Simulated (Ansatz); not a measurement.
## (PbS)2(AgBr)2 [001] superlattice, started as rocksalt type: phonons and vibrational spectra

Wanted: phonon frequencies of (PbS)2(AgBr)2 [001] superlattice, started as rocksalt type and what follows from them.

Calculated with Ansatz 0.2.0; DFT PBEsol, scalar-relativistic, plane waves, PAW.

The structure was built from a prototype and need not be the compound's stable phase.

## (1) The starting structure

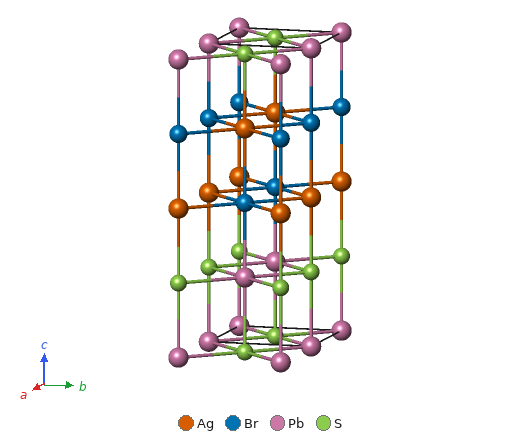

The cell as given, slightly off an axis (silver orange, bromine blue, lead pink, sulfur green). 2×1×1 cells are drawn. Some periodic images of atoms are drawn too.

Coordinates:

```cif
data_structure
_symmetry_space_group_name_H-M 'P4/nmm:1'
_symmetry_Int_Tables_number 129
_cell_length_a 4.1401
_cell_length_b 4.1401
_cell_length_c 11.7100
_cell_angle_alpha 90.000
_cell_angle_beta 90.000
_cell_angle_gamma 90.000
_cell_volume 200.72
loop_
_atom_site_label
_atom_site_type_symbol
_atom_site_symmetry_multiplicity
_atom_site_Wyckoff_symbol
_atom_site_fract_x
_atom_site_fract_y
_atom_site_fract_z
_atom_site_occupancy
Ag1 Ag 2 c 0.50000 0.00000 0.37500 1
Br1 Br 2 c 0.00000 0.50000 0.37500 1
Pb1 Pb 2 c 0.50000 0.00000 0.87500 1
S1 S 2 c 0.00000 0.50000 0.87500 1
```

## (2) Rough relaxation

A rough relaxation comes first, because large forces or stress need no tight tolerances yet.

The input, input.yaml:

```yaml
crystal:
  lattice:
    - [2.9275, 2.9275, 0.0]
    - [-2.9275, 2.9275, 0.0]
    - [0.0, 0.0, 11.71]
  atoms:
    - { symbol: Ag, position: [0.0, 0.0, 0.5] }
    - { symbol: Ag, position: [0.5, 0.5, 0.75] }
    - { symbol: Br, position: [0.5, 0.5, 0.5] }
    - { symbol: Br, position: [1.0, 0.0, 0.75] }
    - { symbol: Pb, position: [0.0, 0.0, 0.0] }
    - { symbol: Pb, position: [0.5, 0.5, 0.25] }
    - { symbol: S, position: [0.5, 0.5, 0.0] }
    - { symbol: S, position: [1.0, 0.0, 0.25] }
kpoints:
  mp_grid: { grid: [6, 6, 2] }
hamiltonian:
  xc: pbesol
scf:
  occupations: { method: gaussian, width: 0.1 }
output:
  forces: true
  stress: true
  eigenvalues: true
relax:
  adjacent_minimum: "off"
  f_tol: 0.05
  max_steps: 80
  cell: { stress_tol: 0.5 }
```

On the command line:

```console
> ansatz run input.yaml --threads 4 --pin off --max-ram 14336MiB --backend cpu --events-out ev --progress --plain --runs-dir out
```

Numbers of over 12 decimals in the logs are rounded to 6 here.

What it wrote:

```text
The last accepted step is kept in <dir> (removed where the run ends without a failure and the disk answers)
Engine: ansatz 0.2.0, aarch64-unknown-linux-gnu
Pseudopotentials: kind: paw
Pseudopotential: Ag, paw, valence charge 19, recommended cutoff 420 eV (normal), Ag.paw.azcp
Pseudopotential: Br, paw, valence charge 7, recommended cutoff 420 eV (normal), Br.paw.azcp
[...]
- [-2.938794, 2.938794, 0.0]
    - [0.0, 0.0, 11.239107]
  atoms:
    - { symbol: Ag, position: [0, 0, 0.481899] }
    - { symbol: Ag, position: [0.5, 0.5, 0.768101] }
    - { symbol: Br, position: [0.5, 0.5, 0.522293] }
    - { symbol: Br, position: [1.0, 0.0, 0.727707] }
    - { symbol: Pb, position: [0, 0, -0.00164727] }
    - { symbol: Pb, position: [0.5, 0.5, 0.251647] }
    - { symbol: S, position: [0.5, 0.5, -0.00825689] }
    - { symbol: S, position: [1.0, 0.0, 0.258257] }
[key lines of the parts left out:]
SCF converged after 5 iterations
Free energy (F): -45800.454119 eV
Fermi energy:    9.070925 eV
P = ⅓ Tr σ = -0.0197 GPa (-0.197 kbar)
```

Run time: 29 s. Hardware: 4 threads of Arm Neoverse V1, shared host; peak memory 0.7 GiB; 1.8 min of CPU time.

Relaxation path:

```
step  energy less that of the first step (eV)  largest force component (eV/Å)  pressure (GPa)  volume (Å³)
   1                                   0.0000                          0.9355           -0.95       200.72
   2                                  -0.2888                          0.2917           -0.44       196.36
   3                                  -0.3835                          0.2582            0.22       193.16
   4                                  -0.4085                          0.2057            0.27       193.60
   5                                  -0.4163                          0.0982           -0.21       194.59
   6                                  -0.4200                          0.0047           -0.02       194.13
  7*                                  -0.4191                          0.0048           -0.02       194.13
```

Relaxation steps marked * repeat the geometry before them on a plane-wave basis chosen anew for their cell, so energy and pressure can jump there.

The run keeps the 16 symmetry operations that it works with, so distortions that break them were not tested.

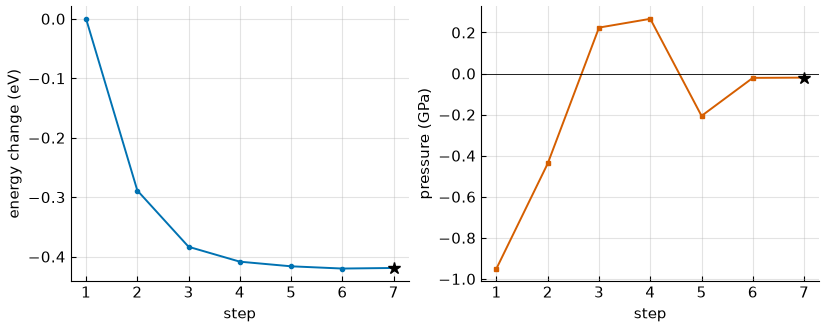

Energy and pressure along the relaxation. Stars mark steps on a basis chosen anew.

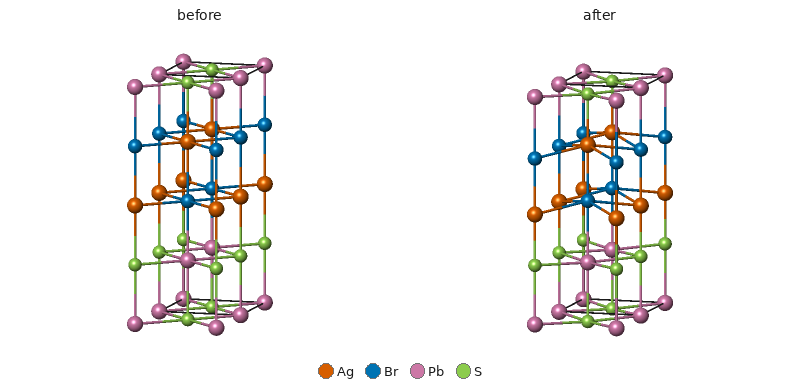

The structure before and after the relaxation, drawn at the same scale.

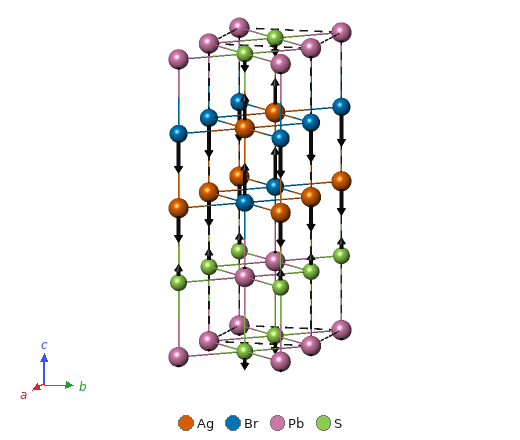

Displacements in the relaxation, exaggerated, measured against the changing cell; the longest in the cell stands for 0.25 Å. 2×1×1 cells are drawn. Some periodic images of atoms are drawn too.

| conventional cell, symmetrised | before | after | change |
| --- | --- | --- | --- |
| a (Å) | 4.140 | 4.156 | +0.4 % |
| b (Å) | 4.140 | 4.156 | +0.4 % |
| c (Å) | 11.710 | 11.239 | -4.0 % |
| volume (Å³/atom) | 25.09 | 24.27 | -3.3 % |

The atoms that moved most (Å, as changes of fractional coordinates times the final cell):

```
atom     dx     dy      dz  length
 Br3  0.000  0.000   0.251   0.251
 Br4  0.000  0.000  -0.251   0.251
 Ag2  0.000  0.000   0.203   0.203
 Ag1  0.000  0.000  -0.203   0.203
  S7  0.000  0.000  -0.093   0.093
  S8  0.000  0.000   0.093   0.093
 Pb5  0.000  0.000  -0.019   0.019
 Pb6  0.000  0.000   0.019   0.019
```

This step gave:

| Property | Result |
| --- | --- |
| pressure | -0.01969 GPa |
| gap on the k-mesh | 0.9135 eV |
| volume per atom | 24.27 Å³ |
| direct gap on mesh | 0.9135 eV |

In this step the volume went from 25.09 to 24.27 Å³/atom.

## (3) Bringing the structure to rest

The cell and atoms are relaxed, since residual forces and stress would shift the frequencies.

The input, input.yaml:

```yaml
crystal:
  lattice:
    - [2.9387940211, 2.9387940211, 0.0]
    - [-2.9387940211, 2.9387940211, 0.0]
    - [0.0, 0.0, 11.2391065963]
  atoms:
    - { symbol: Ag, position: [0.0, 0.0, 0.4818987657] }
    - { symbol: Ag, position: [0.5, 0.5, 0.7681012343] }
    - { symbol: Br, position: [0.5, 0.5, 0.5222930594] }
    - { symbol: Br, position: [1.0, 0.0, 0.7277069406] }
    - { symbol: Pb, position: [0.0, 0.0, -0.0016472724] }
    - { symbol: Pb, position: [0.5, 0.5, 0.2516472724] }
    - { symbol: S, position: [0.5, 0.5, -0.008256892] }
    - { symbol: S, position: [1.0, 0.0, 0.258256892] }
kpoints:
  mp_grid: { grid: [6, 6, 2] }
hamiltonian:
  xc: pbesol
scf:
  occupations: { method: gaussian, width: 0.02 }
output:
  forces: true
  stress: true
  eigenvalues: true
relax:
  adjacent_minimum: "off"
  f_tol: 0.005
  max_steps: 80
  cell: { stress_tol: 0.05 }
```

What it wrote:

```text
[...]
Crystal: 8 atoms, lattice volume = 194.133 Å³
Basis set: ecut = 420 eV, 3773 PW (Γ), exchange–correlation on 60×60×160 points (8 copies of the dense FFT grid, shifted against one another)
Bands: 56, of which v1, the nominal top of the filled ones, is band 46 counted from 1 (45 counted from 0)
Symmetry: 16 space group operations
[...]
k-points: 20 of 72
[...]
- [0.0, 0.0, 11.2391065963]
  atoms:
    - { symbol: Ag, position: [0.0, 0.0, 0.4818987657] }
    - { symbol: Ag, position: [0.5, 0.5, 0.7681012343] }
    - { symbol: Br, position: [0.5, 0.5, 0.5222930594] }
    - { symbol: Br, position: [1.0, 0.0, 0.7277069406] }
    - { symbol: Pb, position: [0.0, 0.0, -0.00164727] }
    - { symbol: Pb, position: [0.5, 0.5, 0.2516472724] }
    - { symbol: S, position: [0.5, 0.5, -0.008256892] }
    - { symbol: S, position: [1.0, 0.0, 0.258256892] }
[key lines of the parts left out:]
SCF converged after 4 iterations
Free energy (F): -45800.454119 eV
Fermi energy:    9.070924 eV
P = ⅓ Tr σ = -0.0197 GPa (-0.197 kbar)
```

Run time: 8.2 s. Hardware: 4 threads; peak memory 0.69 GiB; 31 s of CPU time.

Little changed from the start: no atom moved by 0.005 Å and no cell edge by 0.1 %.

This step gave:

```yaml
pressure: -0.01970 GPa
```

In this step the volume went from 24.27 to 24.27 Å³/atom.

## (4) Tight relaxation

Phonons need a cell at rest on their own settings, so the relaxation is repeated with tight tolerances on forces and stress, using the mesh and the filling of the phonon run that follows.

Edit input.yaml of step 3 so:

```diff
@@ -15,3 +15,3 @@
 kpoints:
-  mp_grid: { grid: [6, 6, 2] }
+  mp_grid: { grid: [8, 8, 2] }
 hamiltonian:
@@ -19,3 +19,3 @@
 scf:
-  occupations: { method: gaussian, width: 0.02 }
+  occupations: { method: fixed }
 output:
@@ -26,4 +26,4 @@
   adjacent_minimum: "off"
-  f_tol: 0.005
-  max_steps: 80
-  cell: { stress_tol: 0.05 }
+  f_tol: 0.001
+  max_steps: 60
+  cell: { stress_tol: 0.01 }
```

What it wrote:

```text
[...]
Crystal: 8 atoms, lattice volume = 194.133 Å³
Basis set: ecut = 420 eV, 3773 PW (Γ), exchange–correlation on 60×60×160 points (8 copies of the dense FFT grid, shifted against one another)
Bands: 56, of which v1, the nominal top of the filled ones, is band 46 counted from 1 (45 counted from 0)
Symmetry: 16 space group operations
[...]
k-points: 30 of 128
[...]
- [0.0, 0.0, 11.239749]
  atoms:
    - { symbol: Ag, position: [0, 0, 0.481946] }
    - { symbol: Ag, position: [0.500000, 0.500000, 0.768054] }
    - { symbol: Br, position: [0.500000, 0.500000, 0.522372] }
    - { symbol: Br, position: [1.000000, 0.0, 0.727628] }
    - { symbol: Pb, position: [0, 0, -0.00173431] }
    - { symbol: Pb, position: [0.500000, 0.500000, 0.251734] }
    - { symbol: S, position: [0.500000, 0.500000, -0.00830807] }
    - { symbol: S, position: [1.000000, 0.0, 0.258308] }
[key lines of the parts left out:]
SCF converged after 6 iterations
Free energy (F): -45800.453712 eV
Fermi energy:    8.621155 eV
P = ⅓ Tr σ = 0.0008 GPa (0.008 kbar)
```

The job ended after 23 s (4 threads; peak memory 0.73 GiB).

Little changed from the start: no atom moved by 0.005 Å and no cell edge by 0.1 %.

Numbers from this step:

```
pressure           : 8.36e-4 GPa
gap on the k-mesh  : 0.9122 eV
volume per atom    : 24.26 Å³
direct gap on mesh : 0.9122 eV
```

The largest force component left is 0.82 meV/Å and the pressure is 0.001 GPa, within the tolerances set. The cell now holds 24.26 Å³/atom.

[end of part 1 of 3]

[Logs are printed without paths, hosts, clocks, repeated set-up lines and the standing remarks that a program may print on its own settings, such as how far it seeks lower states.]

[Hosts, paths, dates, database ids (printed as entryN), source tags and the programs' standing remarks are cut or masked in the printed files.]
